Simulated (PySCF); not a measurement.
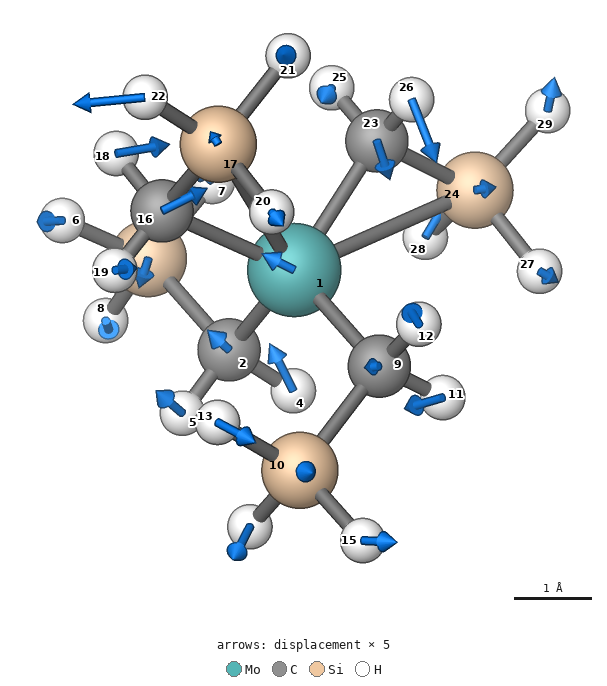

This is a relaxation of C4H20MoSi4 (multiplicity 3). The starting structure is drawn; blue arrows show the displacements, 5 times their true length. The two geometries are superimposed by the best rigid fit.

Style: ball-and-stick. Shown from a free direction.

The start comes from GFN2-xTB. Its atoms were then displaced at random by about 0.03 Å.

Computed with PBE0-D3(BJ)/def2-SVP geometry optimisation, gas phase in PySCF 2.14.0, density-fitted response routines. 

> Which element moves most?

Hydrogen: up to 0.19 Å, against 0.14 Å for carbon.

> Describe the change and its energy.

The energy falls by 1.028 eV in 8 geometry steps. The largest move after the best rigid fit is that of an H atom, 0.19 Å. By element the largest moves are H 0.19 Å, C 0.14 Å, Mo 0.10 Å, Si 0.09 Å. Some distances before and after: C–Mo 2.267 → 2.086 Å, Mo–Si 3.211 → 3.339 Å, H–Si 1.390 → 1.497 Å, H–Si 1.421 → 1.497 Å. Among the angles between lasting bonds that change: Mo–C–Si 105.7° → 114.6°, Mo–C–H 115.4° → 107.9°, Si–C–H 102.2° → 109.1°. The run took 22 min on 1 thread of Intel(R) Xeon(R) Platinum 8259CL CPU @ 2.50GHz, with other jobs on the host.
